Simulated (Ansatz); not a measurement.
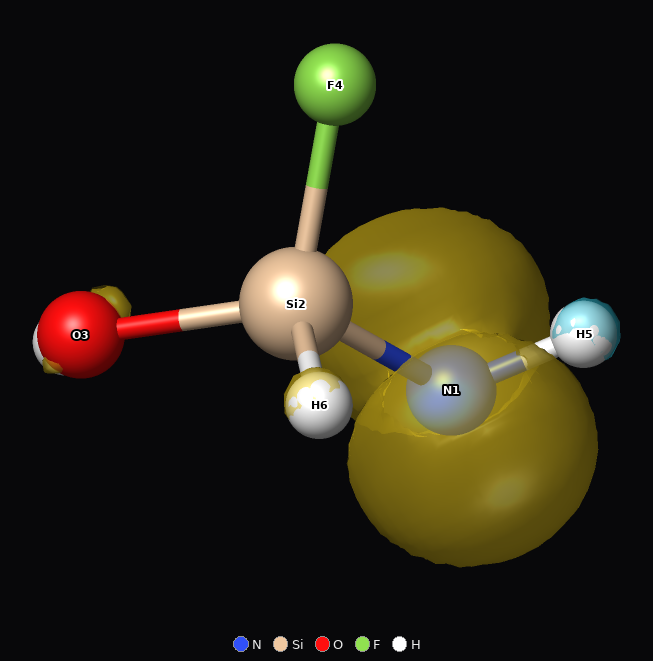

Figure. FH3NOSi (SMILES [NH][SiH](O)F) (doublet). Isosurfaces of the spin density at +0.03 (yellow) and −0.03 e/Å³ (cyan), seen from one side.

Theory: Ansatz, UKS B3LYP-D4/6-31G*.

```xyz
7

N    -0.4763    0.9859   -0.9106
Si   -0.0664   -0.1183    0.3947
O     1.4956   -0.5897    0.2031
F    -1.0440   -1.3989    0.3708
H    -1.4826    1.0536   -1.1078
H    -0.2036    0.5492    1.7049
H     1.8387   -0.5498   -0.7009
```

### Describe the spin distribution.

The unpaired spin (1 electron) lies mostly on N1 (about 0.8) and Si2 (about 0.1), in electrons by Hirshfeld's partition.
